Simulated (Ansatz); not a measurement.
**SnNH7: frequency calculation**

SnNH7, computed with RKS PBE0/def2-SVP (Ansatz 0.2.0).

It belongs to a series of runs on one base structure; here: vibrations at the highest image of the band. Figures and captions count atoms from 1; the log counts them from 0 in places.

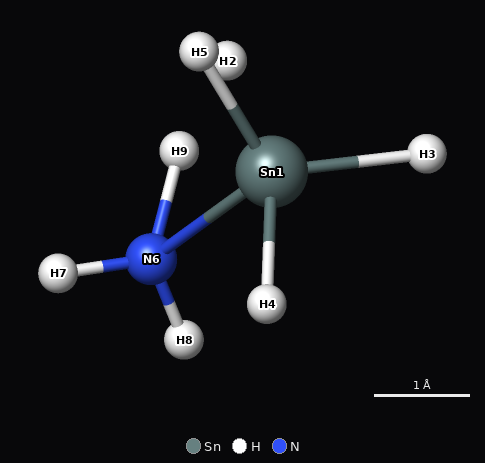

*The structure as given in the input (ball-and-stick view, seen at a tilt; atoms are numbered from 1 in the order of the input). Sticks mark near contacts.*

## Key numbers

| quantity | value |
| --- | --- |
| outcome | converged |
| total energy | −7429.5771 eV |
| mean-field energy | −7429.5771 eV |
| largest force (length of the vector) | 0.017 eV/Å |
| hardware | 1 thread of Intel Xeon (Sapphire Rapids), 192 GiB of memory available, shared host |
| wall time | 1.8 min |
| peak memory | 0.16 GiB |

## Input file
```yaml
crystal:
  periodic: [false, false, false]
  atoms:
    - { symbol: Sn, position_ang: [-0.309681, 0.040247, -0.207117] }
    - { symbol: H, position_ang: [-0.227264, -1.058642, 1.723598] }
    - { symbol: H, position_ang: [1.112121, 0.817519, 0.331914] }
    - { symbol: H, position_ang: [-1.018257, 1.093055, -1.400574] }
    - { symbol: H, position_ang: [-0.178013, -1.494547, -0.946028] }
    - { symbol: "N", position_ang: [-2.01012, 0.215454, 1.191878] }
    - { symbol: H, position_ang: [-2.88539, -0.220166, 0.889857] }
    - { symbol: H, position_ang: [-2.228384, 1.142879, 1.566025] }
    - { symbol: H, position_ang: [-1.183715, -0.535797, 1.778945] }
basis:
  gaussian: { orbitals: def2-SVP }
hamiltonian:
  xc: pbe0
phonons: {}
```

Run as:
```bash
ansatz run input.yaml --threads 1 --pin off --max-ram 2048MiB --backend cpu --events-out ev --progress --plain --runs-dir out
```

## The program's output
```
Engine: ansatz 0.2.0, x86_64-unknown-linux-gnu
Functional definition: PBE0
  parameter a = 0.25
  parameter kappa = 0.804
  parameter beta = 0.06672455060314922
  exchange = (1 - a)*pbe_x(kappa = kappa, mu = beta*pi^2/3) + a*exact_x
  correlation = pbe_c(beta = beta)
910 factors; integrals over basis functions are off by at most 3.6e-4 eV
mean field evaluation 1: about -7425.3544 eV, gradient 4.5e1 eV
mean field evaluation 2: about -7417.5490 eV, gradient 7.1e1 eV
mean field evaluation 4: about -7429.5542 eV, gradient 9.7e-1 eV
mean field evaluation 8: about -7429.5771 eV, gradient 8.4e-3 eV
mean field -7429.57710671 eV, -273.0319227234 hartree, gradient 6.3e-5 eV, S^2 0.000000; 0 other end points of the search recorded, 0 dependent functions left out
the calculation of the forces begins
reference -7429.57713720 eV, -273.0319238437 hartree; 18, 18 occupied and 57, 57 virtual orbitals, 910 factors
these checks for a lower state are left out or cut short: stability, starts, cluster_reference, orbital_swaps, neighbouring_geometries, increment
910 factors; integrals over basis functions are off by at most 3.6e-4 eV
mean field evaluation 16: about -7429.5770 eV, gradient 1.9e-1 eV
mean field -7429.57704985 eV, -273.0319206339 hartree, gradient 1.8e-6 eV, S^2 0.000000; 0 other end points of the search recorded, 0 dependent functions left out
[... from here on the field's lines of each further geometry are left out, up to the last ...]
the calculation of the forces begins
reference -7429.57712940 eV, -273.0319235573 hartree; 18, 18 occupied and 57, 57 virtual orbitals, 910 factors
these checks for a lower state are left out or cut short: stability, starts, cluster_reference, orbital_swaps, neighbouring_geometries, increment
910 factors; integrals over basis functions are off by at most 3.6e-4 eV
mean field -7429.57706206 eV, -273.0319210823 hartree, gradient 1.1e-6 eV, S^2 0.000000; 0 other end points of the search recorded, 0 dependent functions left out
the calculation of the forces begins
reference -7429.57709254 eV, -273.0319222027 hartree; 18, 18 occupied and 57, 57 virtual orbitals, 910 factors
WARN: phonons: modes at or below zero, which the zero-point energy, F, S and C_V leave out: 1, the lowest at -1444.49 cm⁻¹. A minimum has none, and a first-order saddle one
Total energy: -7429.57713720 eV, -273.0319238437 hartree
Atom 0 at    -0.309681     0.040247    -0.207117 Å, force     0.002049    -0.014986    -0.000011 eV/Å
Atom 1 at    -0.227264    -1.058642     1.723598 Å, force     0.001420     0.008789    -0.003406 eV/Å
Atom 2 at     1.112121     0.817519     0.331914 Å, force    -0.003509     0.001692    -0.001182 eV/Å
Atom 3 at    -1.018257     1.093055    -1.400574 Å, force     0.000197     0.004470    -0.005225 eV/Å
Atom 4 at    -0.178013    -1.494547    -0.946028 Å, force     0.002042     0.005070     0.000667 eV/Å
Atom 5 at    -2.010120     0.215454     1.191878 Å, force    -0.008078    -0.014745     0.000364 eV/Å
Atom 6 at    -2.885390    -0.220166     0.889857 Å, force     0.001034     0.008416    -0.005705 eV/Å
Atom 7 at    -2.228384     1.142879     1.566025 Å, force     0.013059    -0.007020     0.007128 eV/Å
Atom 8 at    -1.183715    -0.535797     1.778945 Å, force    -0.008214     0.008313     0.007369 eV/Å
Dipole moment:    -0.440504     0.276091    -0.077622 e Å
Vibrations: -1444.49 195.11 254.62 443.94 526.17 569.18 644.87 662.60 765.12 768.77 797.79 847.17 1435.69 1543.09 1557.57 1715.06 1836.96 1931.73 1955.44 3484.53 3602.37 cm⁻¹, zero-point energy 1.583140 eV
```

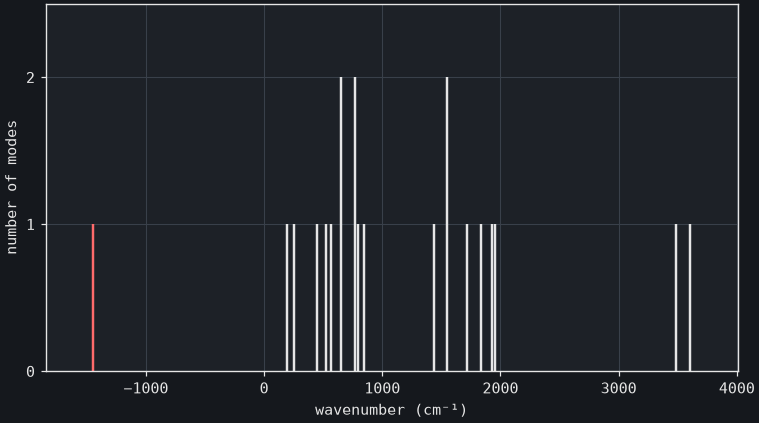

*Harmonic vibrational wavenumbers from the force constants; neighbouring modes closer than 23 cm⁻¹ are counted in one stick, and imaginary ones are drawn at negative wavenumbers.*

21 modes from 1444i to 3602 cm⁻¹, 1 imaginary beyond 8i (1444i cm⁻¹): a first-order saddle point, if the geometry is stationary.
